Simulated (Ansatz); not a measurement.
## Generalised stacking fault on (111) (glide set) of a Ge-Sn solid solution (48 atoms): geometry optimisation

How does generalised stacking fault on (111) (glide set) of a Ge-Sn solid solution (48 atoms) relax, and what do bonds, charges and levels look like afterwards?

Calculated with Ansatz 0.2.0; Kohn-Sham DFT, PBE, PAW (set soft_2), plane waves.

**1. The starting structure**

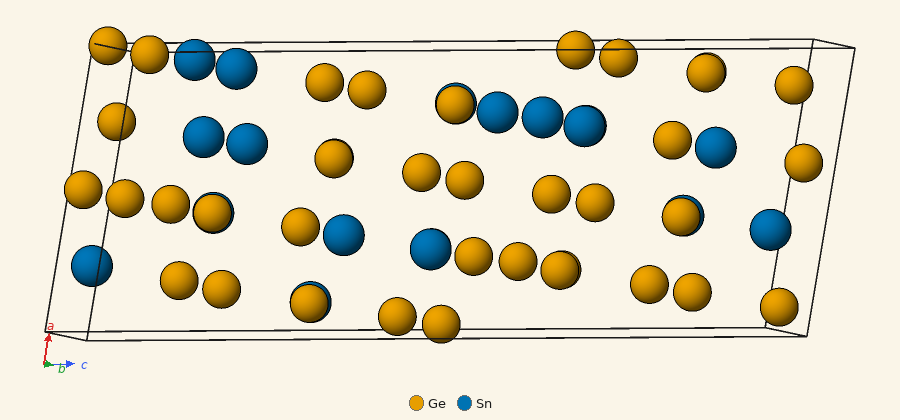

The starting structure, seen from the side, with the c axis across the page (germanium orange, tin blue). Some periodic images of atoms are drawn too.

The cell holds 48 atoms: 34 Ge and 14 Sn. Cell: a = 8.334 Å, b = 7.218 Å, c = 20.806 Å, α = 90.0°, β = 80.4°, γ = 90.0°. It derives from Ge and Sn. Diamond-structure Ge lattice (a = 5.8932 Å, the value set for the mixture), cell with z along [111], 2 x 1 x 2 periods; the third cell vector is tilted by 0.833 of 1/2[1-10] and lengthened by 0.1 Å, so the cell holds one fault (glide set); displaced by a Gaussian of 0.01 Å; 14 of 48 Ge sites given to Sn at random (lattice constant by Vegard's rule between Ge and Sn).

Limits known from the start: Atoms were free to move along the slip, so the relaxation can undo part or all of it. The host structure and its lattice constant were typed by rule, without a check against the phase diagram.

**2. Single point at the start**

A single point comes first, to see the forces before anything moves.

The input, input.yaml:

```yaml
crystal:
  lattice:
    - [8.33424, 0.0, 0.0]
    - [0.0, 7.21767, 0.0]
    - [3.47263, 0.0, 20.51464]
  atoms:
    - { symbol: Ge, position: [0.74355, 0.50103, 0.02077] }
    - { symbol: Sn, position: [0.68837, 0.4986, 0.14553] }
    - { symbol: Sn, position: [0.67411, 0.83367, 0.1874] }
    - { symbol: Ge, position: [0.62074, 0.83482, 0.31122] }
    [... 38 atom lines left out ...]
    - { symbol: Sn, position: [0.71448, 0.3331, 0.68388] }
    - { symbol: Ge, position: [0.66286, 0.33313, 0.80772] }
    - { symbol: Sn, position: [0.64648, 0.66667, 0.84966] }
    - { symbol: Ge, position: [0.59132, 0.66691, 0.97539] }
    - { symbol: Ge, position: [0.89439, 0.16733, 0.85016] }
    - { symbol: Ge, position: [0.84582, 0.16854, 0.9739] }
kpoints:
  mp_grid: { grid: [2, 2, 1] }
hamiltonian:
  xc: pbe
scf:
  occupations: { method: fermi_dirac, width: 0.05 }
output:
  forces: true
```

Run with:

```
> ansatz run input.yaml --threads 4 --pin off --max-ram 8192MiB --backend cpu --events-out ev --progress --plain --runs-dir out
```

It took 59 s on 4 threads of Arm Neoverse V1, shared host; peak memory 5.3 GiB.

The program notes that it cut back its work space to fit the memory limit.

Read from the output:

* free energy: -230352.2687 eV
* free energy per atom: -4799.0056 eV/atom
* SCF cycles: 9
* r.m.s. force component: 2.172 eV/Å
* longest force: 11.83 eV/Å
* Fermi energy: 8.391 eV

The r.m.s. force component of 2.2 eV/Å sets the starting point.

Neighbours are counted within 2.93 Å (Ge-Ge), 3.03 Å (Ge-Sn), 2.84 Å (Sn-Sn).

Length of the force by element and coordination:

```tsv
element	coordination	atoms	mean length of the force (eV/Å)	spread	least	most
Ge	all	34	2.29	2.87	0.0598	11.8
Ge	3	6	7.89	2.72	5.78	11.8
Ge	4	28	1.09	0.515	0.0598	1.63
Sn	all	14	2.74	2.88	0.106	9.87
Sn	3	2	9.64	0.235	9.40	9.87
Sn	4	12	1.59	0.617	0.106	2.16
```

**3. Relaxation**

The atoms are relaxed in the fixed cell, aiming at the force tolerance of the input.

input.yaml, as its differences from that of step 2:

```diff
@@ -15 +15,4 @@
   forces: true
+relax:
+  f_tol: 0.03
+  max_steps: 83
```

Elapsed: 5.6 min, on 4 threads; peak memory 5.5 GiB; 22 min of CPU time.

Relaxation path:

```tsv
step	energy less that of the first step (eV)	largest force component (eV/Å)
1	0.0000	8.5062
2	-7.2955	3.0317
3	-10.9070	1.3689
4	-11.9259	0.2880
5	-11.9812	0.0546
6	-11.9825	0.0380
7	-11.9834	0.0033
```

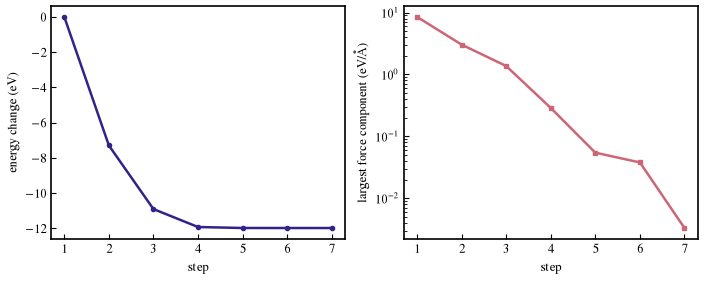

Energy and largest force along the relaxation.

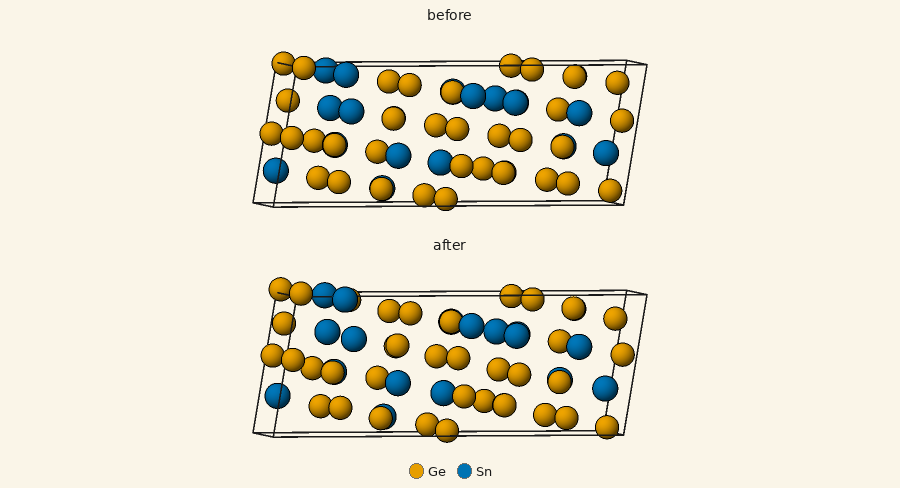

Before and after, at one scale.

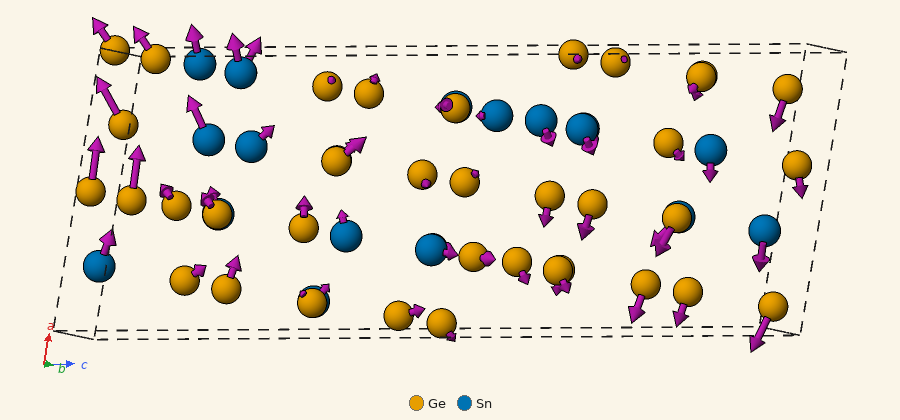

Displacements in the relaxation, exaggerated; the longest in the cell stands for 0.48 Å. Some periodic images of atoms are drawn too.

The atoms that moved most (Å):

```tsv
atom	dx	dy	dz	length
Ge9	0.474	-0.066	-0.003	0.479
Ge1	0.367	-0.064	-0.282	0.467
Ge38	-0.406	0.020	-0.125	0.426
Sn2	0.326	-0.031	-0.218	0.393
Ge20	-0.335	-0.129	-0.095	0.371
Ge48	-0.358	-0.040	-0.056	0.364
Sn40	-0.325	-0.135	0.034	0.353
Ge36	-0.319	0.075	-0.073	0.336
```

The relaxation changed the energy by -250 meV/atom, and atoms moved by 0.25 Å r.m.s., 0.48 Å at most.

**4. Structure statistics after relaxation**

Density 5.56 g/cm³, 25.71 Å³ an atom.

Pair distribution functions g(r), in bins of 0.2 Å:

```tsv
r (Å)	total	Ge-Ge	Ge-Sn	Sn-Sn
2.40	2.94	5.85	0.00	0.00
2.60	2.89	0.80	6.02	0.00
2.80	0.44	0.00	0.00	5.20
3.00	0.00	0.00	0.00	0.00
3.20	0.00	0.00	0.00	0.00
3.40	0.00	0.00	0.00	0.00
3.60	0.00	0.00	0.00	0.00
3.80	0.03	0.06	0.00	0.00
4.00	2.44	3.04	1.83	1.81
4.20	3.17	2.33	4.30	2.56
4.40	1.38	1.43	1.40	1.04
4.60	0.58	0.52	0.63	0.69
4.80	1.99	1.71	2.19	2.62
5.00	2.33	2.39	2.58	0.81
5.20	0.26	0.29	0.23	0.19
5.40	0.02	0.03	0.00	0.00
5.60	0.12	0.11	0.13	0.16
5.80	0.68	0.57	0.67	1.33
6.00	0.88	1.00	0.81	0.56
6.20	0.61	0.68	0.58	0.38
6.40	1.49	1.34	1.72	1.21
6.60	0.83	0.93	0.69	0.93
6.80	0.18	0.15	0.20	0.22
7.00	0.75	0.65	0.81	1.01
7.20	2.56	2.77	2.12	3.46
7.40	1.48	1.57	1.40	1.29
7.60	1.55	1.63	1.52	1.29
7.80	0.95	0.87	0.96	1.41
```

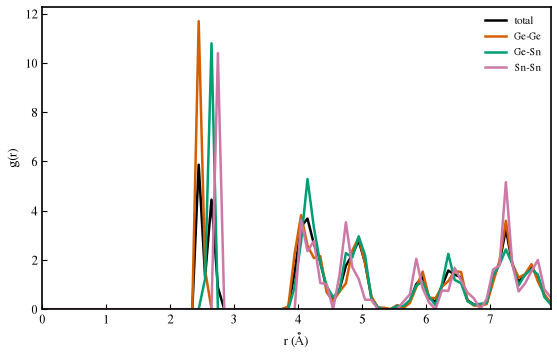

Pair distribution functions.

**5. Single point at the relaxed geometry**

The electronic structure is read at the final geometry, in a run of its own.

The input, input.yaml:

```yaml
crystal:
  lattice:
    - [8.33424, 0.0, 0.0]
    - [0.0, 7.21767, 0.0]
    - [3.47263, 0.0, 20.51464]
  atoms:
    - { symbol: Ge, position: [0.79332, 0.4921, 0.00701] }
    - { symbol: Sn, position: [0.73191, 0.49433, 0.13489] }
    - { symbol: Sn, position: [0.69105, 0.84146, 0.19312] }
    - { symbol: Ge, position: [0.64346, 0.84654, 0.3202] }
    [... 38 atom lines left out ...]
    - { symbol: Sn, position: [0.70127, 0.3515, 0.68768] }
    - { symbol: Ge, position: [0.6497, 0.32713, 0.81351] }
    - { symbol: Sn, position: [0.62046, 0.67357, 0.85072] }
    - { symbol: Ge, position: [0.56278, 0.67137, 0.97879] }
    - { symbol: Ge, position: [0.87566, 0.16175, 0.84926] }
    - { symbol: Ge, position: [0.80403, 0.16304, 0.97118] }
kpoints:
  mp_grid: { grid: [2, 2, 1] }
hamiltonian:
  xc: pbe
scf:
  occupations: { method: fermi_dirac, width: 0.05 }
output:
  forces: true
  stress: true
  populations: true
  dos:
    method: { smearing: { sigma: 0.15 } }
    de: 0.1
    projected: { site_lists: { Ge: [Ge], Sn: [Sn] } }
  eigenvalues: true
  write_density: true
  write_potential: true
  volumetric_format: npy
```

The job ended after 2.1 min (4 threads; peak memory 5.3 GiB; 8.2 min of CPU time).

Numbers from this run:

```
free energy                             : -230364.2522 eV
free energy per atom                    : -4799.2553 eV/atom
SCF cycles                              : 8
pressure                                : 3.881 GPa
r.m.s. force component                  : 0.00127 eV/Å
longest force                           : 0.00505 eV/Å
Fermi energy                            : 8.414 eV
levels partly filled by over 2 per cent : 4
spilling of the projection              : 0.001548
```

Löwdin charges by element (they lack the spilled electrons, 0.022 e an atom on average):

```tsv
element	coordination	atoms	mean charge (e)	spread	least	most
Ge	all	34	-0.0556	0.0621	-0.199	0.0424
Sn	all	14	0.209	0.0489	0.137	0.300
```

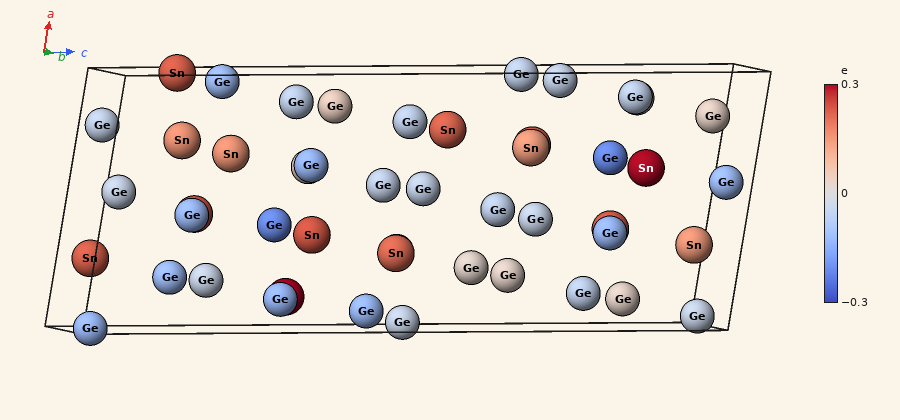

Atoms coloured by Löwdin charge.

States in the cell by windows of 1 eV, zero at the Fermi level; the larger projections on atomic orbitals stand beside the total:

```tsv
from (eV)	to (eV)	total	Ge p	Sn p	Ge s	Sn s
-14	-13	0.0	0.0	0.0	0.0	0.0
-13	-12	0.7	0.0	0.0	0.5	0.1
-12	-11	10.2	1.4	0.7	7.1	1.0
-11	-10	14.7	2.7	1.1	9.3	1.6
-10	-9	16.1	3.4	1.2	8.2	3.2
-9	-8	8.1	2.0	0.6	3.3	2.1
-8	-7	17.5	5.6	1.9	6.9	2.9
-7	-6	13.6	4.5	1.5	4.0	3.4
-6	-5	7.6	2.8	0.8	2.2	1.7
-5	-4	7.0	3.7	1.0	1.5	0.9
-4	-3	29.6	20.9	6.3	1.4	0.9
-3	-2	31.2	22.3	7.6	0.7	0.4
-2	-1	26.6	16.7	9.1	0.5	0.2
-1	0	9.1	5.3	2.8	0.7	0.2
0	1	11.2	4.9	2.0	2.8	0.8
1	2	24.7	11.0	4.9	5.0	2.1
2	3	28.7	13.8	5.8	4.2	2.2
3	4	32.6	16.9	8.4	1.9	1.0
```

Between -26 and -14 eV lie 480 more states.

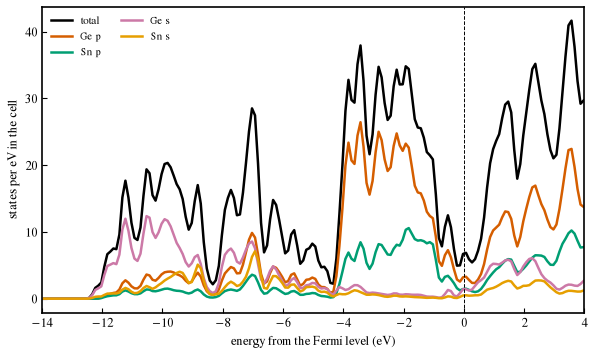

Total and projected density of states, with the broadening of the input.

The levels nearest the highest filled one (over half full), pooled over k-points and spins:

```tsv
level less the highest filled one (eV)	occupation
-0.416	2
-0.343	2.00
-0.289	2.00
-0.221	1.99
-0.0094	1.52
0	1.45
0.0972	0.548
0.111	0.444
0.249	0.036
0.309	0.011
0.455	0.001
0.487	0
```

Mean Löwdin charges: Ge -0.06, Sn +0.21 e. Charges this small depend on the projection, at times even in sign. Within 0.4 eV of the Fermi level the largest share is Ge p (50 % of the projected weight).

**6. Outcome**

- energy change in the relaxation: -249.7 meV/atom
- r.m.s. displacement: 0.249 Å
- largest displacement: 0.479 Å
- free energy per atom: -4799.2553 eV/atom
- density: 5.559 g/cm³
- pressure: 3.881 GPa
- r.m.s. force component: 0.00127 eV/Å
- wall time of the 3 DFT runs: 8.7 min

**Reading.** Relaxation lowers the energy by 250 meV/atom and moves atoms by 0.25 Å r.m.s.; the r.m.s. force component goes from 2.2 to 0.0013 eV/Å. Layers on the two sides of the fault moved in opposite directions along the plane, so much of the imposed slip has spread into a shear of the crystal. First to last step the energy falls by 11.983 eV; the largest move, 0.48 Å, is that of Ge9. Counting bands leaves a spacing of only 0.097 eV (on the run's k-points), which the smearing bridges: 4 levels are partly filled by over 2 %, so a gap, if any, is small at this level.

Caveats: Atoms were free to move along the slip, so the relaxation can undo part or all of it. The pressure of 3.9 GPa means that a free cell would grow at this level.

[Logs are printed without paths, hosts, clocks, repeated set-up lines and the standing remarks that a program may print on its own settings, such as how far it seeks lower states.]

[Hosts, paths, dates, database ids (printed as entryN), source tags and the programs' standing remarks are cut or masked in the printed files.]
